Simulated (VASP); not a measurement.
Band structure of Na$_{2}$S (space group Pn-3m). All values below come from PBE GGA, VASP's PBE PAW potentials (set 64) (plane waves; VASP).

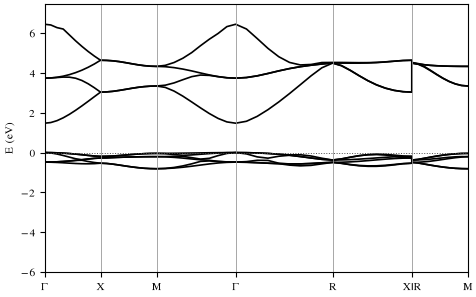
Bands along high-symmetry lines, zero at the valence-band maximum or, without a gap, the Fermi level

Problem. Read the plot: is there a gap, and where are the band edges?

Solution. The gap is direct, 1.47 eV, from the valence maximum at Γ to the conduction minimum at Γ.

The structure was generated: Na2S was put into an ordered model structure, which need not be its known phase. The cell was not relaxed at this level.
